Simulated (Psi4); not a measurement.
**Single-point calculation of SiSbH4Cl**

The run: single-point calculation of SiSbH4Cl, SMILES [SiH3][SbH][Cl]. Method and program: r2SCAN/def2-TZVPP, RKS, dispersion D4 (Psi4 1.11).

The run did not end well. The geometry was optimised with PBE0/def2-TZVP.

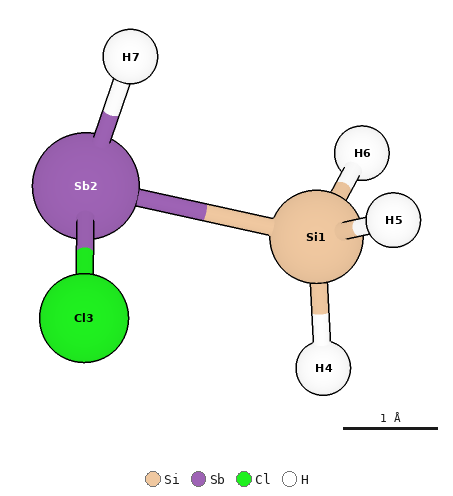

The structure (ball-and-stick view, seen at a tilt; atoms are numbered from 1 in the order of the input). Sticks mark near contacts.

## Input file (run.py)
```python
import psi4

psi4.set_memory('3300 MB')
psi4.set_num_threads(2)
psi4.core.set_output_file('output.dat', False)

geom = psi4.geometry("""
Si
Sb 1 2.584189
Cl 2 2.367226 1 92.09965
H 1 1.484975 2 107.92439 3 69.8482
H 1 1.483574 4 110.17421 2 120.56601
H 1 1.488463 5 110.03507 4 -120.45694
H 2 1.71392 3 94.4002 1 -90.34334
units angstrom
symmetry c1
""")

psi4.set_options(dict(basis='def2-TZVPP', scf_type='df', dft_radial_points=99, dft_spherical_points=590))

result = psi4.energy('r2scan-d4')
print(f'total energy {result:.8f} hartree = {result * 27.211386:.5f} eV')
```

Run on 2 threads of Intel Xeon @ 2.50GHz (Skylake/Cascade Lake), 189 GiB of memory available, shared host.

Launched with:
```bash
python run.py
```

## Output
```
=> Loading Basis Set <=

    Name: DEF2-TZVPP
    Role: ORBITAL
    Keyword: BASIS

    !!!  WARNING: ECP capability is in beta. Please check occupations closely.  !!!

   => R2SCAN-D4(BJ,EEQ)ATM: Empirical Dispersion <=

        a1 =       0.515592
        a2 =       5.773429
       alp =      16.000000
        s6 =       1.000000
        s8 =       0.601875
        s9 =       1.000000
        ga =       3.000000
        gc =       2.000000
        wf =       6.000000

         ---------------------------------------------------------
                                   SCF
                              RKS Reference
                        2 Threads,   3147 MiB Core
         ---------------------------------------------------------

  ==> Geometry <==

    Molecular point group: c1
    Full point group: C1

    Geometry (in Angstrom), charge = 0, multiplicity = 1:

       Center              X                  Y                   Z               Mass
    ------------   -----------------  -----------------  -----------------  -----------------
         SI          -0.008916795536     0.439473839558    -2.166134778078    27.976926534650
         SB          -0.008916795536     0.439473839558     0.418054221922   120.903812000000
         CL          -0.008916795536    -1.926162846578     0.504783711058    34.968852682000
         H           -1.335323053091    -0.047282141664    -2.623153164238     1.007825032230
         H            1.065781719244    -0.443379086715    -2.682454084688     1.007825032230
         H            0.196241470691     1.830961283686    -2.653161349222     1.007825032230
         H            1.699920716765     0.571256972848     0.423469823060     1.007825032230

  Running in c1 symmetry.

  Rotational constants: A =      0.12439  B =      0.07612  C =      0.04884 [cm^-1]
  Rotational constants: A =   3729.14340  B =   2282.07535  C =   1464.07526 [MHz]
  Nuclear repulsion =  234.549382602338937

  Charge       = 0
  Multiplicity = 1
  Electrons    = 58
  Nalpha       = 29
  Nbeta        = 29

  ==> Algorithm <==

  SCF Algorithm Type is DF.
  DIIS enabled.
  MOM disabled.
  Fractional occupation disabled.
  Guess Type is SAD.
  Energy threshold   = 1.00e-06
  Density threshold  = 1.00e-06
  Integral threshold = 1.00e-12

  ==> Primary Basis <==

  Basis Set: DEF2-TZVPP
    Blend: DEF2-TZVPP
    Number of shells: 68
    Number of basis functions: 190
    Number of Cartesian functions: 215
    Spherical Harmonics?: true
    Max angular momentum: 3

  Core potential: DEF2-TZVPP
    Number of shells: 4
    Number of ECP primitives: 18
    Number of ECP core electrons: 28
    Max angular momentum: 3

  ==> DFT Potential <==

   => LibXC <=

    Version 7.1.2

   => Composite Functional: R2SCAN-D4BJEEQATM <=

    r2SCAN Meta-GGA XC Functional  (0.1021/acs.jpclett.0c02405)

    Deriv               =              1
    GGA                 =           TRUE
    Meta                =           TRUE

    Exchange Hybrid     =          FALSE
    MP2 Hybrid          =          FALSE

   => Exchange Functionals <=

    1.0000   XC_MGGA_X_R2SCAN

   => Correlation Functionals <=

    1.0000   XC_MGGA_C_R2SCAN

   => LibXC Density Thresholds  <==

    XC_MGGA_C_R2SCAN:  1.00E-15
    XC_MGGA_X_R2SCAN:  1.00E-11

   => Molecular Quadrature <=

    Radial Scheme          =       TREUTLER
    Pruning Scheme         =           NONE
    Nuclear Scheme         =       TREUTLER

    Blocking Scheme        =         OCTREE
    BS radius alpha        =              1
    Pruning alpha          =              1
    Radial Points          =             99
    Spherical Points       =            590
    Total Points           =         387433
    Total Blocks           =           2834
    Max Points             =            256
    Max Functions          =            180
    Weights Tolerance      =       1.00E-15

   => Loading Basis Set <=

    Name: (DEF2-TZVPP AUX)
    Role: JKFIT
    Keyword: DF_BASIS_SCF

  ==> Integral Setup <==

  DFHelper Memory: AOs need 0.148 GiB; user supplied 0.148 GiB.
  SCF_SUBTYPE=INCORE selected. In-core MEM_DF algorithm will be used.
  Using in-core AOs.

  ==> MemDFJK: Density-Fitted J/K Matrices <==

    J tasked:                   Yes
    K tasked:                    No
    wK tasked:                   No
    Memory [MiB]:               151
    Algorithm:                 Core
    Schwarz Cutoff:           1E-12
    Mask sparsity (%):       7.0914
    Fitting Condition:        1E-10

   => Auxiliary Basis Set <=

  Basis Set: (DEF2-TZVPP AUX)
    Blend: DEF2-UNIVERSAL-JKFIT
    Number of shells: 146
    Number of basis functions: 546
    Number of Cartesian functions: 699
    Spherical Harmonics?: true
    Max angular momentum: 5

  Cached 50.0% of DFT collocation blocks in 1.761 [GiB].

  Minimum eigenvalue in the overlap matrix is 2.4090537981E-03.
  Reciprocal condition number of the overlap matrix is 4.5580790516E-04.
    Using symmetric orthogonalization.

  ==> Pre-Iterations <==

  SCF Guess: Superposition of Atomic Densities via on-the-fly atomic UHF (no occupation information).

   -------------------------
    Irrep   Nso     Nmo
   -------------------------
     A        190     190
   -------------------------
    Total     190     190
   -------------------------

  ==> Iterations <==

                           Total Energy        Delta E     RMS |[F,P]|

   @DF-RKS iter SAD:  -990.77777185812135   -9.90778e+02   0.00000e+00
   @DF-RKS iter   1:  -991.99060566988942   -1.21283e+00   5.25460e-03 DIIS/ADIIS
   @DF-RKS iter   2:  -991.73597279463297    2.54633e-01   6.63535e-03 DIIS/ADIIS
   @DF-RKS iter   3:  -992.43323349193224   -6.97261e-01   7.25507e-04 DIIS/ADIIS
   @DF-RKS iter   4:  -992.43718318577362   -3.94969e-03   4.11828e-04 DIIS/ADIIS
   @DF-RKS iter   5:  -992.44044482878280   -3.26164e-03   1.11099e-04 DIIS/ADIIS
   @DF-RKS iter   6:  -992.44069298743568   -2.48159e-04   2.38199e-05 DIIS
```

## Outcome

```json
{"quantity": "outcome", "value": "stopped at the time limit"}
{"quantity": "wall time", "value": "2 min (CPU time 3.9 min)"}
{"quantity": "peak memory", "value": "2.2 GiB"}
```

## Diagnosis

The run was cut off by its time limit, so the output is incomplete.
